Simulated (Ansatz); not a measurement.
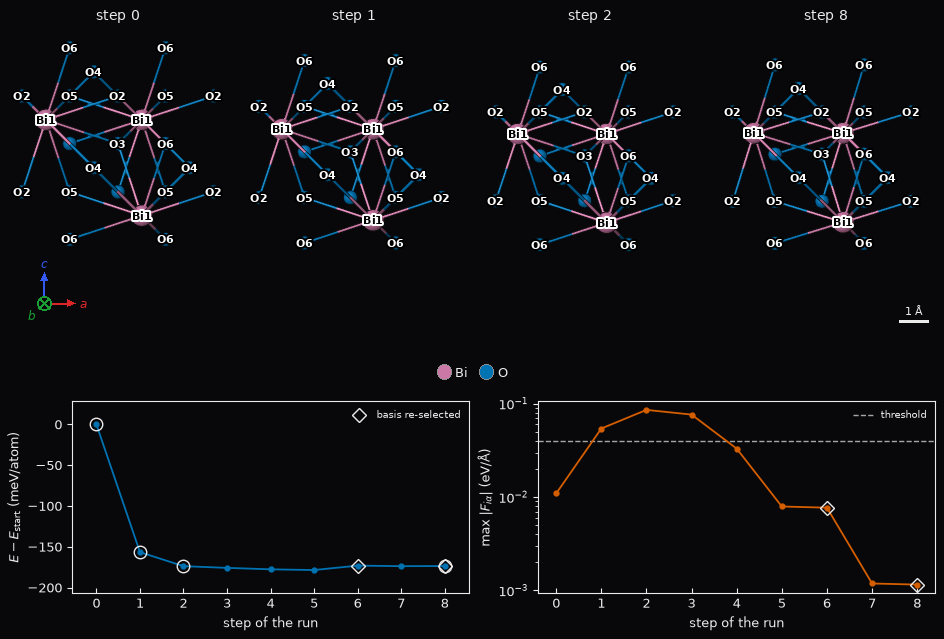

Frames of a relaxation of crystalline BiO$_{5}$ (a generated structure, set up in F-43m) (coarse preliminary run), marked on the history of the run. A ball-and-stick model of the atoms within 4.2 Å of the atom that moves most (axes of the conventional cell (4 times the calculation's cell)), seen along the b axis. Lengths and directions refer to the drawn axes.

Level of theory: DFT PBE, scalar-relativistic, plane waves, PAW (Ansatz 0.2.0).

Input file:
```yaml
crystal:
  lattice:
    - [0.0, 3.39711377, 3.39711377]
    - [3.39711377, 0.0, 3.39711377]
    - [3.39711377, 3.39711377, 0.0]
  atoms:
    - { symbol: Bi, position: [0.5, 0.5, 0.5] }
    - { symbol: O, position: [0.37197143, 0.87600952, 0.87600952] }
    - { symbol: O, position: [0.87600952, 0.87600952, 0.87600952] }
    - { symbol: O, position: [0.25, 0.25, 0.25] }
    - { symbol: O, position: [0.87600952, 0.87600952, 0.37197143] }
    - { symbol: O, position: [0.87600952, 0.37197143, 0.87600952] }
basis:
  ecutwfc: 420
kpoints:
  mp_grid: { grid: [4, 4, 4] }
hamiltonian:
  xc: pbe
scf:
  occupations: { method: gaussian, width: 0.1 }
  lower_state_search: "off"
output:
  forces: true
  stress: true
  eigenvalues: true
relax:
  adjacent_minimum: "off"
  f_tol: 0.04
  max_steps: 70
  cell: { stress_tol: 0.4 }
```

Run as
```bash
ansatz run input.yaml --threads 1 --pin off --max-ram 2560MiB --backend cpu --events-out ev --progress --plain --runs-dir out
```

> What happens along the run?

Over 6 accepted moves (8 points after the start) the energy falls by 174 meV per atom. The largest force component goes from 0.011 to 0.0012 eV/Å. Pressure: −17.73 GPa at the start and −0.01 GPa at the end. The SCF was repeated twice at an unchanged geometry on a basis and grid sized afresh for the cell, which shifted the energy by 5.4 meV per atom at most. The largest moves relative to the cell, 0.066 Å, are those of O2, O3, O5 and O6. O3 goes along [1 −1 1]. Bi stays in place. The volume changes by −19.4 %, with a = b = c 6.794 → 6.323 Å (−6.9 %). Near-neighbour distances that change, for instance: Bi1–O4 2.942 → 2.738 Å, Bi1–O2 2.819 → 2.636 Å. The space group stays F-43m (No. 216). From step 0 to 1: volume −13.9 %, energy −157 meV per atom. From step 1 to 2: volume −7.7 %, energy −17.2 meV per atom. From step 2 to 8: O atoms move most (0.06 Å), volume +1.4 %, energy +0.1 meV per atom.

Limits of the set-up: an odd number of electrons was run without spin polarisation, which fails if the electron would localise.
